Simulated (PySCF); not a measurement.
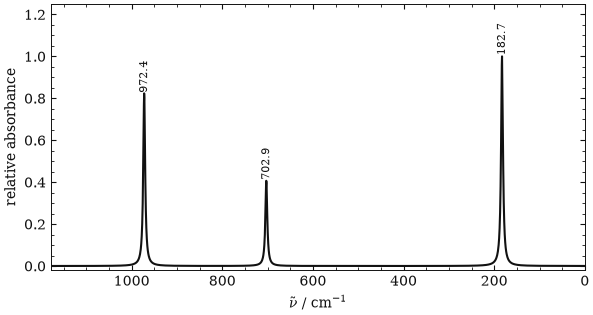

Unscaled harmonic wavenumbers and double-harmonic intensities, PBE0/def2-TZVP, PySCF, isolated molecule. Structures are the lowest points that the searches found. Degenerate modes count as one line, with their intensities summed. Lorentzian lines of 5 cm⁻¹ full width. Close modes add up in the curve.

Which molecule gives this infrared spectrum?
A. SO₂, singlet
B. AlH₃, singlet
C. GaOF, singlet

Option C. It has its most intense lines at 182.7, 972.4 and 702.9 cm⁻¹.

Known limits of this run: no scalar relativity.
